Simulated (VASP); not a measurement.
# Tellurium: structure and properties in VASP, part 2 of 2

What structure and properties does r2SCAN give Tellurium, and how near are they to the measured ones? The start is a cell from a database of measured crystal structures.

VASP 6.6.1, plane waves and PAW; the level of theory is named at each step.

So far, gap on the k-mesh (eV): step 2 (full relaxation (r2SCAN)) 0.785; step 3 (second relaxation) 0.785; step 6 (density of states (r2SCAN)) 0.955. The relaxed cell has a = 4.605, c = 5.919 Å (conventional setting).

The database entry behind the starting cell differs from later determinations by our own check (inner coordinate of an old entry), so it need not match the best structure at ambient conditions.

### 8. Bands along the symmetry lines (r2SCAN + SOC)

This step: r2SCAN, spin-orbit coupling; plane waves and PAW (Te) (VASP 6.6.1).

Levels along the symmetry lines show where the bands peak and cross; KPOINTS_OPT computes them in the converged potential. Spin-orbit coupling needs spinors and the noncollinear program, where each band holds one electron.

INCAR reads:

```
SYSTEM = Te
PREC = Accurate
ENCUT = 400
EDIFF = 1E-06
NELM = 100
ISMEAR = 0
SIGMA = 0.05
LREAL = .FALSE.
ALGO = Normal
METAGGA = R2SCAN
LASPH = .TRUE.
LNONCOLLINEAR = .TRUE.
MAGMOM = 0 0 0 0 0 0 0 0 0
NBANDS = 30
GGA_COMPAT = .FALSE.
LSORBIT = .TRUE.
LORBIT = 11
LWAVE = .FALSE.
LCHARG = .FALSE.
KPAR = 2
```

POSCAR reads:

```
Te
1.0
    4.6053105293      0.0000000000      0.0000000000
   -2.3026552646      3.9883159107      0.0000000000
    0.0000000000      0.0000000000      5.9185311832
Te
3
Direct
    0.2547234923      0.0000000000      0.3333333333
    0.0000000000      0.2547234923      0.6666666667
    0.7452765077      0.7452765077      0.0000000000
```

KPOINTS reads:

```
Automatic mesh
0
Gamma
4 4 3
0 0 0
```

KPOINTS_OPT reads:

```
Line mode
16
Line-mode
Reciprocal
  0.00000000   0.00000000   0.00000000 GAMMA
  0.50000000   0.00000000   0.00000000 M

  0.50000000   0.00000000   0.00000000 M
  0.33333333   0.33333333   0.00000000 K

  0.33333333   0.33333333   0.00000000 K
  0.00000000   0.00000000   0.00000000 GAMMA

  0.00000000   0.00000000   0.00000000 GAMMA
  0.00000000   0.00000000   0.50000000 A

  0.00000000   0.00000000   0.50000000 A
  0.50000000   0.00000000   0.50000000 L

  0.50000000   0.00000000   0.50000000 L
  0.33333333   0.33333333   0.50000000 H

  0.33333333   0.33333333   0.50000000 H
  0.00000000   0.00000000   0.50000000 A

  0.50000000   0.00000000   0.50000000 L
  0.50000000   0.00000000   0.00000000 M

  0.33333333   0.33333333   0.00000000 K
  0.33333333   0.33333333   0.50000000 H
```

Potentials, in the order of the species: Te (PBE family, release 64).

Launch:

```console
$ mpirun -np 2 vasp_ncl
```

It took 42 min on 2 MPI ranks of AMD EPYC 7R43, shared host; peak memory 0.65 GiB.

Numbers from this step:

| Property | Result |
| --- | --- |
| SCF cycles | 14 |
| bands | 30 |
| irreducible k-points | 11 |
| free energy (TOTEN) | -76.5535 eV |
| Fermi energy | 5.100 eV |
| pressure | 0.3270 GPa |
| least gap on mesh and path | 0.2921 eV |
| least direct gap on mesh and path | 0.3038 eV |
| valence top at k | 0.3333, 0.3333, 0.4667 |
| conduction bottom at k | 0.3333, 0.3333, 0.5 |
| least direct gap at k | 0.3333, 0.3333, 0.5 |

On-site spin-orbit energy by atom:

| atom | on-site spin-orbit energy (eV) |
| --- | --- |
| Te1 | -0.221 |
| Te2 | -0.221 |
| Te3 | -0.221 |

Electronic bands along the path, in eV, zero at the valence-band top; v1 is the highest filled band, c1 the lowest empty one:

| point | v4 | v3 | v2 | v1 | c1 | c2 | c3 | c4 |
| --- | --- | --- | --- | --- | --- | --- | --- | --- |
| Γ | -1.84 | -1.84 | -0.86 | -0.86 | 0.76 | 0.76 | 1.24 | 1.24 |
| M | -1.45 | -1.45 | -1.11 | -1.11 | 1.09 | 1.09 | 1.26 | 1.26 |
| K | -2.92 | -2.88 | -2.42 | -2.42 | 2.62 | 2.67 | 2.81 | 2.81 |
| Γ | -1.84 | -1.84 | -0.86 | -0.86 | 0.76 | 0.76 | 1.24 | 1.24 |
| A | -1.45 | -1.45 | -1.28 | -1.28 | 0.52 | 0.52 | 0.65 | 0.65 |
| L | -2.02 | -2.02 | -0.27 | -0.27 | 0.93 | 0.93 | 1.84 | 1.84 |
| H | -0.38 | -0.38 | -0.11 | -0.01 | 0.29 | 0.29 | 1.54 | 1.57 |
| A | -1.45 | -1.45 | -1.28 | -1.28 | 0.52 | 0.52 | 0.65 | 0.65 |
| jump to L | -2.02 | -2.02 | -0.27 | -0.27 | 0.93 | 0.93 | 1.84 | 1.84 |
| M | -1.45 | -1.45 | -1.11 | -1.11 | 1.09 | 1.09 | 1.26 | 1.26 |
| jump to K | -2.92 | -2.88 | -2.42 | -2.42 | 2.62 | 2.67 | 2.81 | 2.81 |
| H | -0.38 | -0.38 | -0.11 | -0.01 | 0.29 | 0.29 | 1.54 | 1.57 |

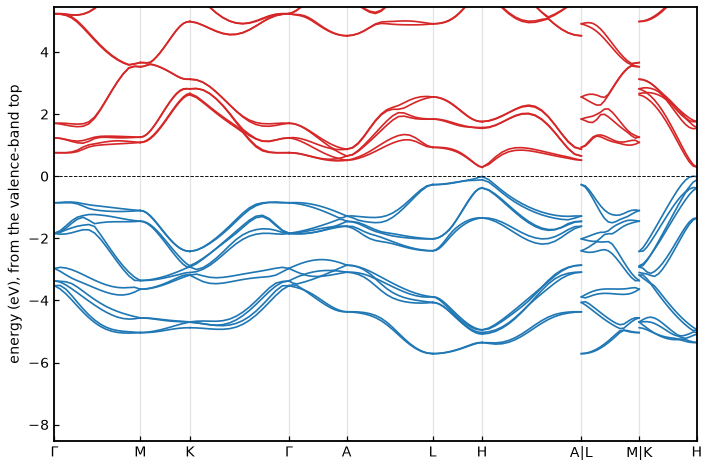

Electronic bands along the path; lines of filled and empty bands in two colours.

The gap moves by -0.19 eV against r2SCAN, which ran on another mesh.

The path shows an indirect gap of 0.29 eV (valence top between K and H, conduction bottom at H). The least direct gap is 0.30 eV.

### 9. Ionic relaxation at fixed cell (r2SCAN), changed input

This step: r2SCAN; plane waves and PAW (Te) (VASP 6.6.1).

This run is made with a changed input; what comes of it follows.

INCAR reads:

```
SYSTEM = Te
PREC = Accurate
ENCUT = 400
EDIFF = 1E-06
NELM = 69
ISMEAR = 0
SIGMA = 0.05
LREAL = .FALSE.
ALGO = Normal
METAGGA = R2SCAN
LASPH = .TRUE.
NBANDS = 8
LORBIT = 11
LWAVE = .FALSE.
LCHARG = .FALSE.
KPAR = 2
IBRION = 2
NSW = 30
ISIF = 2
EDIFFG = -0.01
```

POSCAR is that of step 8.

KPOINTS reads:

```
Automatic mesh
0
Gamma
5 5 4
0 0 0
```

Launch:

```console
$ mpirun -np 2 vasp_std
```

The job ended after 4.2 s (2 MPI ranks).

The input was rejected at the start.

VASP's message: “The number of bands is not sufficient to hold all electrons. I am sorry, but this calculation does not make sense. If you want to”. No number of this run is used.

The fault in the input: too few bands (NBANDS = 8). Raise NBANDS over half the electron count, with some empty bands.

### 10. Outcome

- relaxed volume: 36.24 Å³/atom
- relaxed conventional cell a, b, c: 4.605, 4.605, 5.919 Å; angles 90.0, 90.0, 120.0°
- space group after relaxing, within 0.02 Å: P3_121 (No. 152)
- band gap: 0.478 eV, indirect (least direct gap of that run 0.526 eV)
- gap among the points of the DOS mesh alone, an upper bound: 0.955 eV
- highest zone-centre mode: 143 cm⁻¹
- band gap (r2SCAN + SOC): 0.292 eV, indirect (least direct gap of that run 0.304 eV)

In words: With r2SCAN, Tellurium relaxes to 36.24 Å³/atom in space group P3_121 (held by the symmetry of the run) and has an indirect gap of 0.478 eV. Against the listed cell the volume lies +6.8 % (a +3.4 %, c -0.1 %). Band structure (r2SCAN): On this path the gap is indirect, 0.48 eV, with the valence top between L and H and the conduction bottom at H. The least direct gap is 0.53 eV. Vibrations at Γ (r2SCAN): The highest mode in this list at Γ lies at 143.5 cm⁻¹. Bands along the symmetry lines (r2SCAN + SOC): The path shows an indirect gap of 0.29 eV (valence top between K and H, conduction bottom at H). The least direct gap is 0.30 eV. Semilocal functionals usually underestimate gaps. Modes at Γ alone can't show that the crystal is stable at other wave vectors, and the LO-TO splitting is not included. The bonds form chains, and without a dispersion term the spacing between them, and what depends on it, is unreliable. No search among competing phases was made. All values are for a static lattice at zero temperature.

Calculation against experiment:

| quantity | measured | r2SCAN |
| --- | --- | --- |
| Raman mode, A1 (cm⁻¹) | 120 | 129 (+7.6 %) |

Measured values from arxiv:2102.11580 (2021).

How well it matches: The Raman mode is off by +7.6 %: a clear miss. The grades are ours: good and fair within 3 and 7 % for the Raman mode. 2 further measured lines are left out: they lack a usable label, or no computed mode of their label or degeneracy could be paired (by label, or within 15 % without labels). For Raman mode the calculation has a static lattice, without zero-point motion or thermal expansion (measured at up to 300 K).

[Lines on the potential files, build, host, timing and source positions are cut from VASP's logs without a mark.]

[Logs are printed without paths, hosts, clocks, repeated set-up lines and the standing remarks that a program may print on its own settings, such as how far it seeks lower states.]

[Hosts, paths, dates, database ids (printed as entryN), source tags and the programs' standing remarks are cut or masked in the printed files.]

[A measured line is paired with the nearest computed mode of its activity, which favours agreement.]
